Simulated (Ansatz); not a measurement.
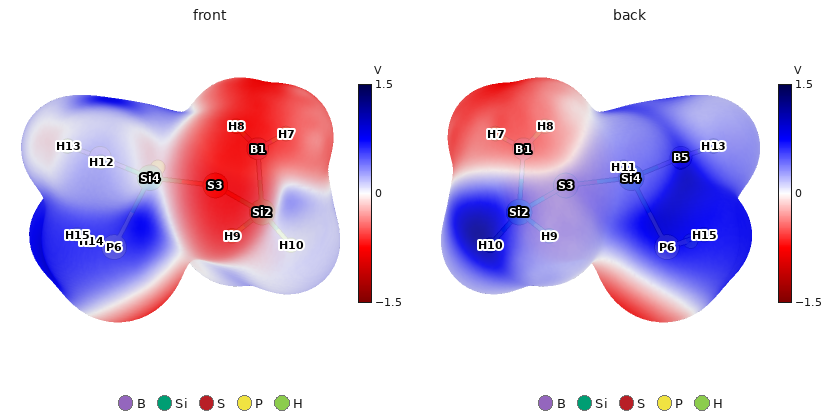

The picture shows: B₂H₉PSSi₂. The electrostatic potential painted on the density surface at 0.001 e/bohr³, seen from the front and from behind; the colour scale runs from red (negative) to blue (positive).

All numbers below come from UKS PBE/6-31G in Ansatz.

```xyz
15

B     0.6961   -2.2235   -1.5663
Si    1.0554   -2.6315    0.3642
S     1.3903   -0.4316   -0.5766
Si   -0.5625    0.6323   -0.1234
B    -0.7497    2.5120   -0.6830
P    -0.4218    1.5134    2.1012
H     1.5419   -2.5270   -2.3622
H    -0.4518   -2.0823   -1.8950
H     0.0561   -2.4320    1.4874
H     2.4010   -2.9857    0.9616
H    -1.6732   -0.3898   -0.0939
H     0.2339    3.1780   -0.8607
H    -1.8449    3.0096   -0.6597
H     0.1145    2.8314    1.7452
H    -1.8069    1.9759    2.1906
```

Question: Describe the electrostatic potential map.

Answer: The most negative region (about −0.8 V, or −18 kcal/mol for a unit charge) lies over S3, the most positive (about +1.1 V, or +25 kcal/mol for a unit charge) over Si2.
